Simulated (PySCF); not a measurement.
System: C₅H₁₃NOSi₂ (SMILES N[SiH2][SiH2]O[C@H]1C=CCC1).

```xyz
22

N     4.5614    0.1507    0.0680
Si    3.0452   -0.4898   -0.4576
Si    1.5015    0.7853    0.6383
O     0.1402    0.1720    0.0114
C    -1.1928    0.5390    0.2467
C    -1.8751    0.8992   -1.0431
C    -2.9148    0.1250   -1.2946
C    -3.1617   -0.8816   -0.2146
C    -2.0082   -0.6588    0.7796
H     5.4045   -0.2113   -0.3472
H     4.7187    0.3058    1.0503
H     2.9222   -1.9491   -0.2302
H     3.1251   -0.3505   -1.9184
H     1.5366    2.2469    0.4361
H     1.4693    0.6742    2.1143
H    -1.2135    1.3851    0.9463
H    -1.4886    1.6884   -1.6629
H    -3.5534    0.1827   -2.1598
H    -4.1339   -0.7091    0.2529
H    -3.1687   -1.8953   -0.6200
H    -2.3752   -0.4641    1.7856
H    -1.3492   -1.5254    0.8166
```

Geometry: GFN2-xTB.

Computed with PBE0/pcSseg-1, SCF density, gas phase, non-relativistic in PySCF 2.14.0.

**What can the converged electron density and electron localisation function tell about the bonding?**

C–C (1.32 Å): ρ at the midpoint is about 2.3 e/Å³; the ELF peaks at about 0.90 between the atoms; a short, multiple covalent bond.

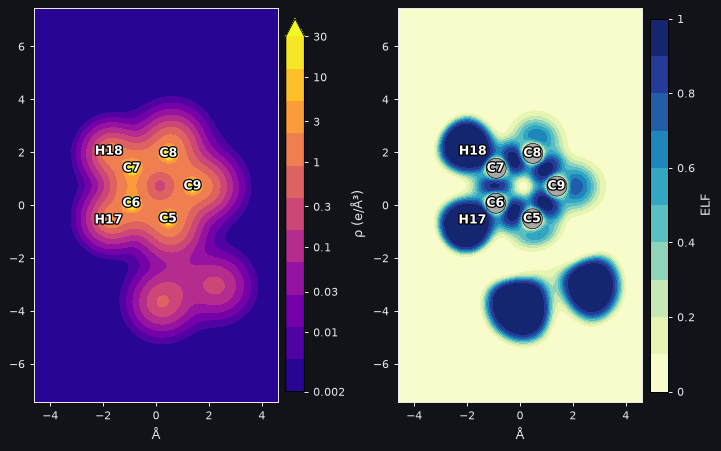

Computed electron density and electron localisation function on the plane of atoms C7, C6 and H17, in this order. Grey discs cover the atomic cores in the ELF map. 
